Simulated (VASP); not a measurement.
Band structure of MoS$_{2}$ (relaxed from the pyrite structure, space group Pa-3). Method: r2SCAN meta-GGA, VASP's PBE PAW potentials (set 64) (plane waves; VASP).

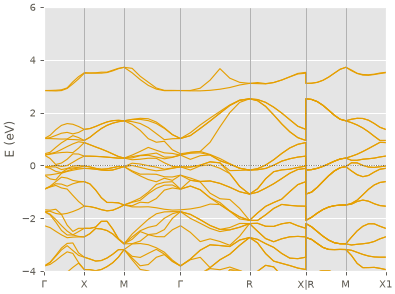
*Bands along high-symmetry lines, zero at the valence-band maximum or, without a gap, the Fermi level*

**Question.** Read the plot: is there a gap, and where are the band edges?

**Answer.** It has no gap at this level: it comes out as a metal or semimetal.

The structure was generated: MoS2 was put into the pyrite type (Pa-3), which need not be its known phase. It was relaxed first.
